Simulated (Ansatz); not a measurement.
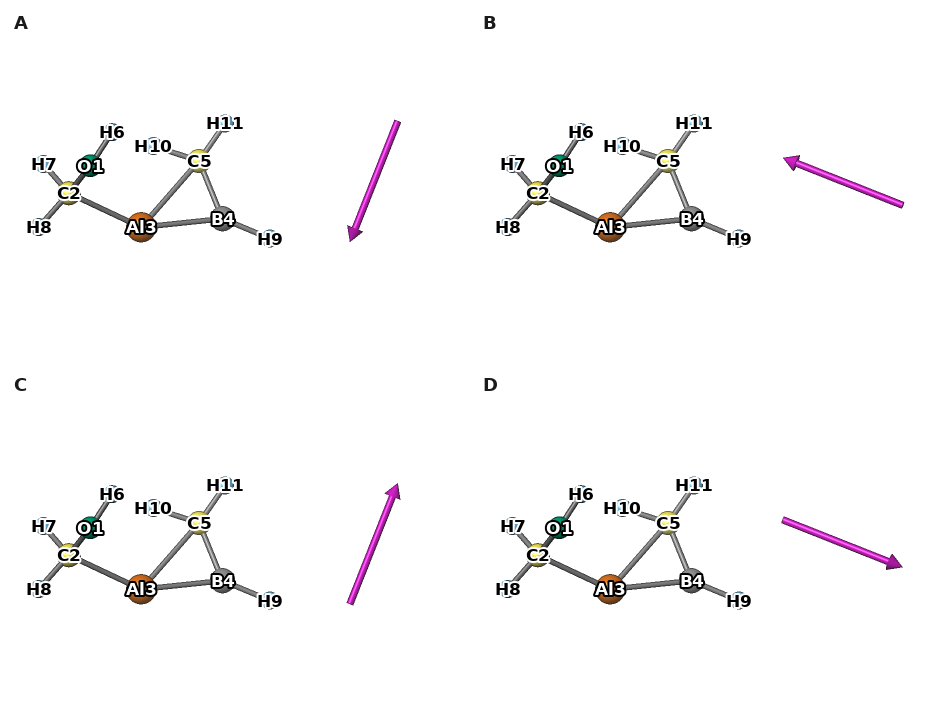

The same molecule four times, each with an arrow. The geometry was computed by an optimisation with PBE-D4/def2-SVP. No frequency run is at hand to confirm it as a minimum. Method: RKS PBE-D4/def2-SVP (Ansatz 0.2.0).

**Which arrow points along the dipole moment, from the negative to the positive end?**

B. The dipole moment is 2.73 D; it points from the side of H9 to the side of H7 (the outermost atoms at the two ends).
